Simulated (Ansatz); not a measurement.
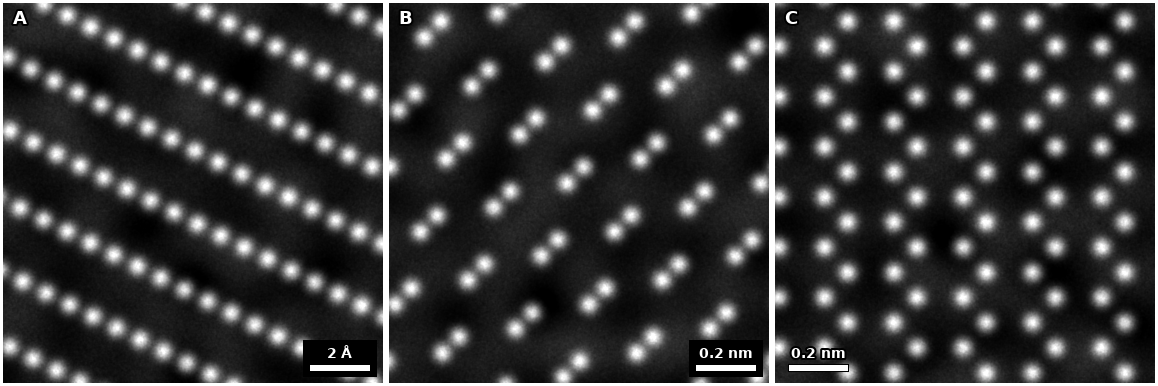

Three views of Re (P6_3/mmc, No. 194) along different zone axes. Simulation: incoherent imaging, intensity Z^1.8 per atom, probe width 0.50 Å, thin sample. Shot noise and the speckle of an amorphous layer were added. Model: coordinates from a relaxation with DFT LDA, scalar-relativistic, plane waves, PAW (Ansatz 0.2.0).

```cif
data_structure
_symmetry_space_group_name_H-M 'P6_3/mmc'
_symmetry_Int_Tables_number 194
_cell_length_a 2.7370
_cell_length_b 2.7370
_cell_length_c 4.4173
_cell_angle_alpha 90.000
_cell_angle_beta 90.000
_cell_angle_gamma 120.000
_cell_volume 28.66
loop_
_atom_site_label
_atom_site_type_symbol
_atom_site_symmetry_multiplicity
_atom_site_Wyckoff_symbol
_atom_site_fract_x
_atom_site_fract_y
_atom_site_fract_z
_atom_site_occupancy
Re1 Re 2 d 0.33333 0.66667 0.75000 1
```

**Match the panels to the zone axes [101], [201] and [310].**

A is [310]: projected cell 0.90 × 4.42 Å, 90°. B is [101]: projected cell 2.33 × 2.64 Å, 116°, plane group c2mm. C is [201]: projected cell 1.72 × 2.52 Å, 110°, plane group c2mm.
